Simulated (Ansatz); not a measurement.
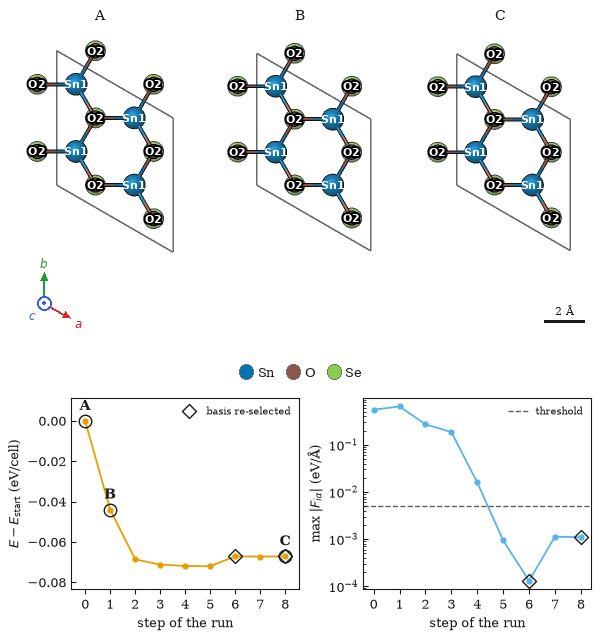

Frames of a relaxation of a slab of composition SnSeO, marked on the history of the run. Style: ball-and-stick. Shown: the 2 × 2 repeat of the cell, outlined in the plane, without the vacuum, along the c axis.

All numbers below come from DFT, LDA, plane waves, PAW in Ansatz. Set-up: plane-wave cutoff 420 eV; k-point mesh 12 × 12 × 1; occupations fermi dirac; smearing width 0.02 eV; no spin polarisation; cell and atoms relaxed; force threshold 0.005 eV/Å.

### Describe the path.

The largest move relative to the cell and the layer's centre is that of the Se atom, 0.027 Å along the normal (+c). Largest moves by element: Se 0.027 Å, O 0.023 Å, Sn 0.003 Å. In the plane the drawn cell goes a 6.880 → 6.722 Å (−2.3 %), b 6.880 → 6.722 Å (−2.3 %). Near-neighbour distances that change, for instance: Se–Sn 2.780 → 2.726 Å, O–Sn 2.223 → 2.173 Å. After 6 accepted moves (8 points after the start) the energy has fallen by 67.1 meV per cell of the calculation. Largest force component: 0.56 eV/Å at the start, 0.0011 eV/Å at the end. At 2 points the geometry stayed and the basis and grid were re-selected for the new cell (energy shift of 4.9 meV per cell of the calculation at most each time). From step 0 to 1: the Se atom moves most (0.08 Å), energy −43.9 meV per cell of the calculation. From step 1 to 8: the Se atom moves most (0.05 Å), energy −23.2 meV per cell of the calculation.

```json
{"step": "0", "E − E(0), meV/atom": "0.00", "largest force component, eV/Å": "0.5567", "note": ""}
{"step": "1", "E − E(0), meV/atom": "-14.64", "largest force component, eV/Å": "0.6516", "note": ""}
{"step": "2", "E − E(0), meV/atom": "-22.84", "largest force component, eV/Å": "0.2722", "note": ""}
{"step": "3", "E − E(0), meV/atom": "-23.72", "largest force component, eV/Å": "0.1864", "note": ""}
{"step": "4", "E − E(0), meV/atom": "-23.94", "largest force component, eV/Å": "0.0159", "note": ""}
{"step": "5", "E − E(0), meV/atom": "-23.99", "largest force component, eV/Å": "0.0009", "note": ""}
{"step": "6", "E − E(0), meV/atom": "-22.35", "largest force component, eV/Å": "0.0001", "note": "same geometry, new basis"}
{"step": "7", "E − E(0), meV/atom": "-22.39", "largest force component, eV/Å": "0.0011", "note": ""}
{"step": "8", "E − E(0), meV/atom": "-22.36", "largest force component, eV/Å": "0.0011", "note": "same geometry, new basis"}
```
